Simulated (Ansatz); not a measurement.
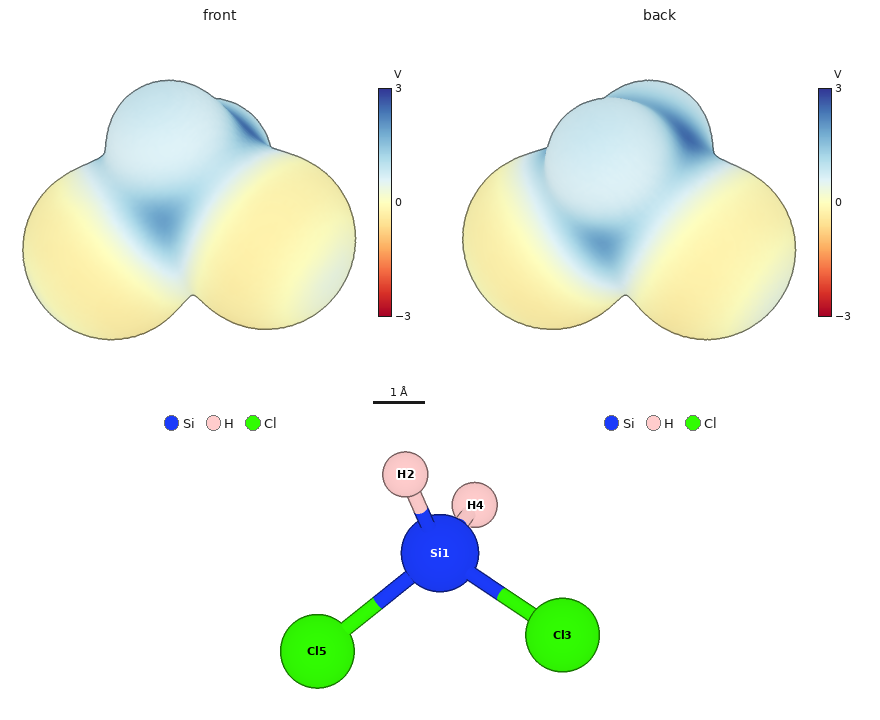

Cl2H2Si. The molecular electrostatic potential painted on the density surface at 0.004 e/bohr³, seen from the front and from behind; red is negative and blue positive. The bare structure is drawn below in the same view.

Method: RKS PBE/def2-SVP in Ansatz.

```xyz
5

Si    0.0063   -0.0103   -0.0081
H     0.0250   -0.0430    1.4868
Cl    1.9618    0.0038   -0.6905
H    -0.6920    1.1993   -0.5422
Cl   -0.9834   -1.6966   -0.6908
```

Question: Describe the electrostatic potential map.

Answer: The most negative region (about −0.3 V, or −7 kcal/mol for a unit charge) lies over Cl3 and Cl5, the most positive (about +2.4 V, or +55 kcal/mol for a unit charge) over Si1. Cl3 shows a σ-hole: about +0.4 V, or +9 kcal/mol for a unit charge at the tip opposite its bond, against about −0.2 V on its flanks. Cl5 shows a σ-hole: about +0.4 V, or +9 kcal/mol for a unit charge at the tip opposite its bond, against about −0.2 V on its flanks.
